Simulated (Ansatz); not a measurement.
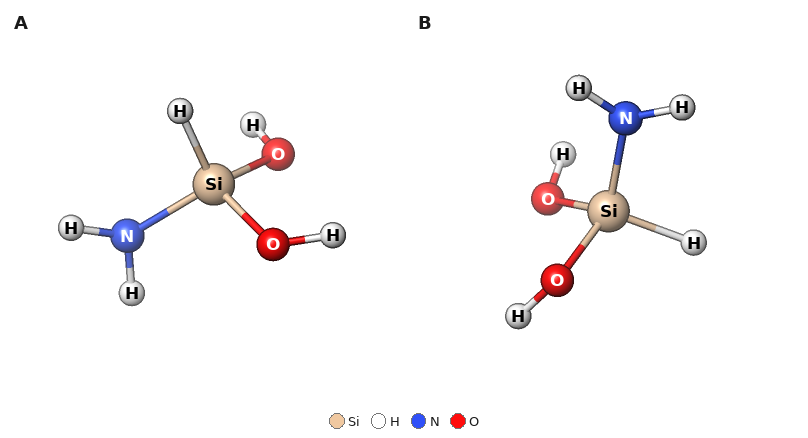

Depth is shown by fading: the farther an atom, the more it takes the colour of the background. Computed geometry: PBE0-D4/def2-TZVP optimisation.

> Are A and B the same structure? If not, how do they differ?

Yes. They are the same structure, H5NO2Si, seen from two directions: a rotation takes one into the other. The geometry is chiral (C1), so its mirror image would differ.
